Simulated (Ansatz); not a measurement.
**CH6FNSi (SMILES FCN[SiH3]): density, localisation and related maps**

```xyz
10

F    -1.3096    0.9086   -1.4356
C    -0.1608    1.1723   -0.6771
N     0.5616    0.0108   -0.3594
Si    0.0761   -1.1020    0.8776
H     0.4401    1.8629   -1.2735
H    -0.5067    1.6641    0.2358
H     1.1190   -0.3410   -1.1231
H     1.2663   -1.9120    1.2408
H    -0.3849   -0.2806    2.0257
H    -1.0180   -2.0342    0.4917
```

Geometry: PBE0-D4/def2-TZVP.

The calculation used Ansatz, RKS PBE0-D4/def2-TZVPP.

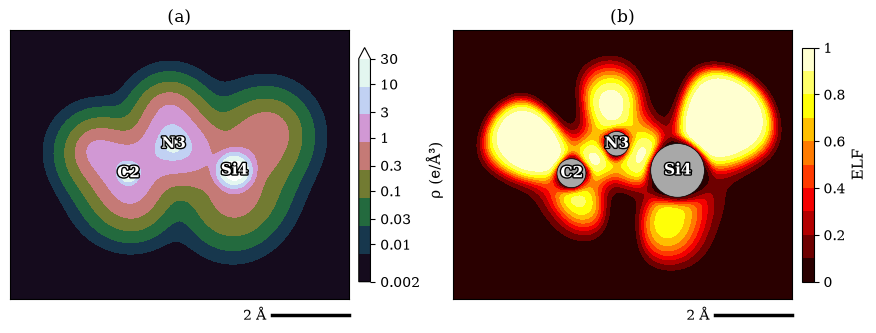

Figure 1. (a) electron density; (b) ELF on the plane of atoms C2, N3 and Si4. Grey discs cover the atomic cores in the ELF map.

**Describe what can be read from this map.**

- The plane passes through C, N and Si nuclei.
- C–N (1.40 Å): ρ at the midpoint is about 2.2 e/Å³; the ELF peaks at about 0.90 between the atoms; localised, covalent bonding.
- Si–N (1.73 Å): ρ at the midpoint is about 1.1 e/Å³; the ELF peaks at about 0.90 between the atoms: a shared but strongly polarised pair.

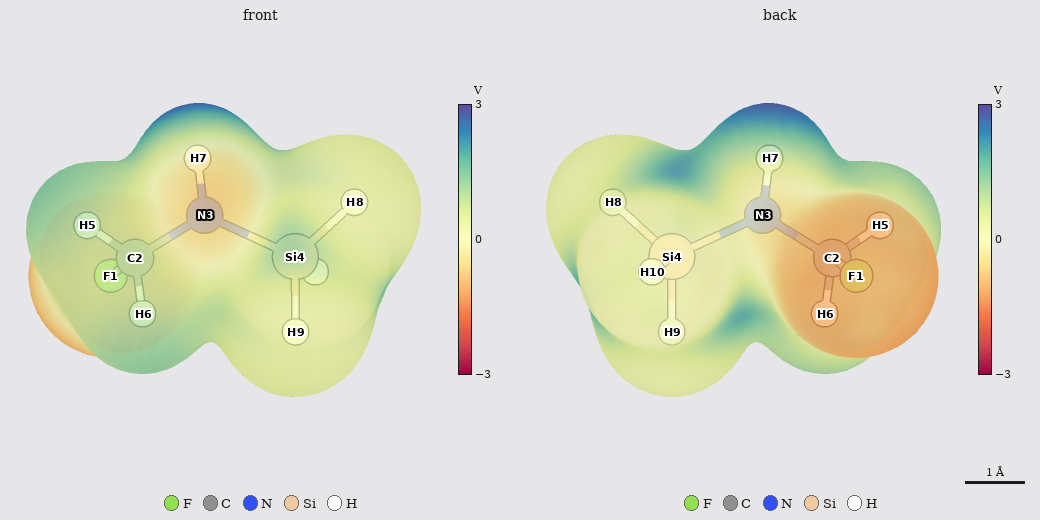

Figure 2. The molecular electrostatic potential painted on the density surface at 0.004 e/bohr³, seen from the front and from behind; red is negative and blue positive.

**Describe the electrostatic potential map.**

The most negative region (about −1.2 V) lies over F1, the most positive (about +2.7 V) over H7.

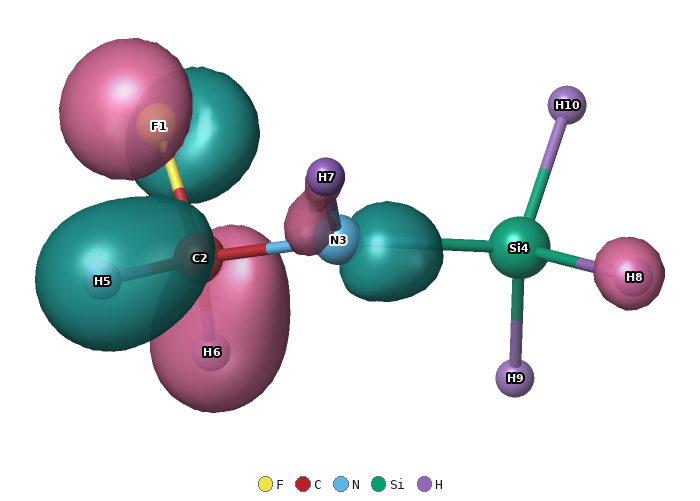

Figure 3. The HOMO−1 at ±0.2 Å⁻³ᐟ² (teal and pink are the two phases), seen from one side.

**Where does this orbital lie, and at what energy?**

By Hirshfeld shares it lies mainly on F1 (about 40 %), C2 (about 20 %), H5 (about 10 %), H6 (about 10 %), N3 (about 5 %) and Si4 (about 5 %). Its energy is −9.52 eV.

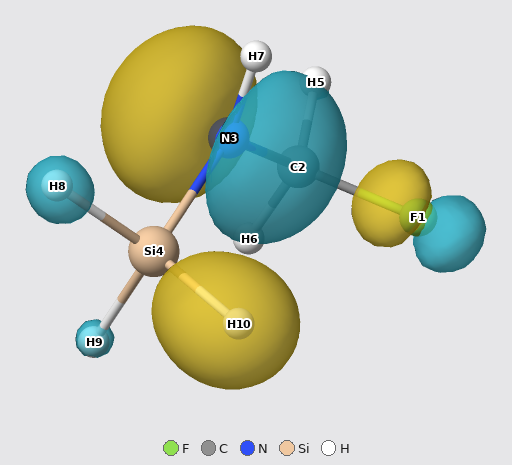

Figure 4. The HOMO at ±0.15 Å⁻³ᐟ² (yellow and cyan are the two phases), seen at an oblique angle.

**Where does this orbital lie, and at what energy?**

Its weight (Hirshfeld) is mainly on N3 (about 55 %), Si4 (about 15 %), H10 (about 10 %), F1 (about 5 %) and C2 (about 5 %). Its energy is −7.79 eV.
